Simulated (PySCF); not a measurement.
Consider C5H11FSi.

```xyz
18

C    -2.0169   -0.9360   -0.5690
C    -0.8120   -0.2953    0.1148
C    -1.1658    1.1114    0.5957
Si    0.7139   -0.2849   -1.0363
C     2.1741    0.4918   -0.1213
C     2.6417    0.0460    1.0281
F     2.1027   -1.0228    1.6455
H    -2.8727   -0.9614    0.1050
H    -1.7941   -1.9558   -0.8743
H    -2.2997   -0.3698   -1.4542
H    -0.5729   -0.8972    0.9978
H    -2.0180    1.0807    1.2743
H    -0.3275    1.5628    1.1229
H    -1.4265    1.7515   -0.2455
H     1.0570   -1.6551   -1.4320
H     0.4666    0.5449   -2.2231
H     2.6728    1.3500   -0.5423
H     3.4686    0.4455    1.6023
```

Geometry: GFN2-xTB.

Computed with CAM-B3LYP/def2-SVPD, SCF density, gas phase in PySCF.

**What will maps of the electron density and electron localisation function show?**

C–C (1.32 Å): ρ is about 2.4 e/Å³ halfway; the ELF peaks at about 0.95 between the atoms (a multiple bond).
C–F (1.35 Å): the density is about 2.3 e/Å³ at the midpoint, with its minimum of 1.7 e/Å³ about 0.5 Å from C; the ELF peaks at about 0.85 between the atoms, as expected for a polar covalent bond.
C–Si (1.89 Å): ρ at the midpoint is about 0.93 e/Å³; the ELF peaks at about 1 between the atoms, as expected for localised, covalent bonding.
C–H (1.08 Å): the density is about 2 e/Å³ at the midpoint; the ELF climbs to about 1 towards the hydrogen, as it does in any bond to H; a covalent bond by its length.

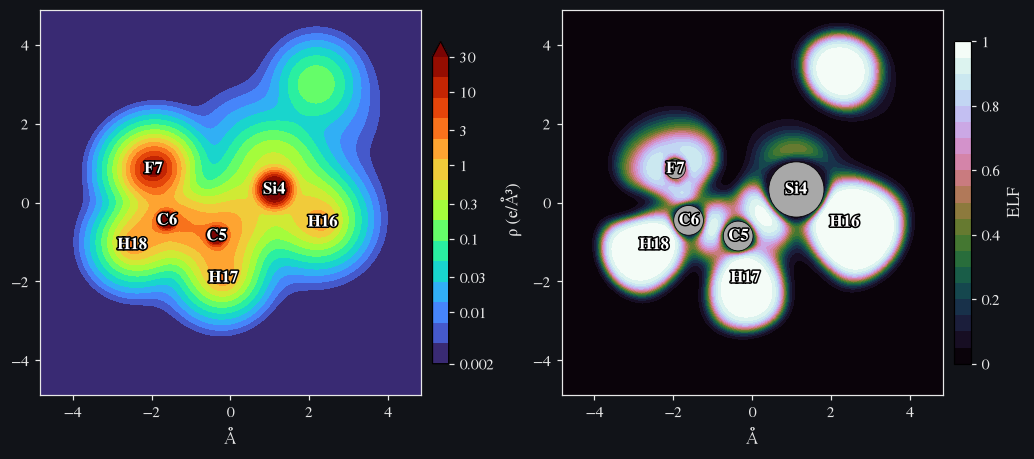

Computed electron density and electron localisation function on the plane of atoms C5, C6 and F7, in this order. Grey discs cover the atomic cores in the ELF map. 
